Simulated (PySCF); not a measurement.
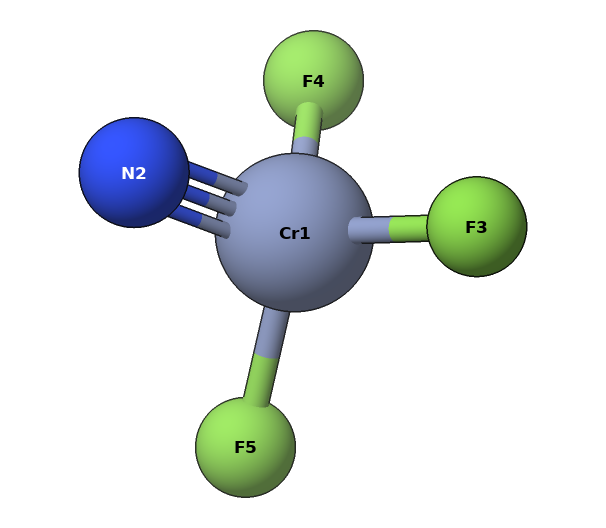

Charge 0, singlet. Computed geometry: PBE0-D3(BJ)/def2-SVP optimisation. No frequency run is at hand to confirm it as a minimum. Electric field gradients from the ground-state density, PBE/pcJ-1 (pcSseg-1 on Cr) (PySCF 2.14.0), non-relativistic apart from any core potentials.

Give the largest field-gradient component, the quadrupole coupling constant and the asymmetry for 53Cr at Cr1 (Q = −150 mb), 14N at N2 (Q = 20.44 mb).

```
atom  V_zz (a.u.)  e²qQ/h (MHz)     η
 Cr1       −1.326          46.7  0.00
  N2       −0.412         −1.98  0.00
```
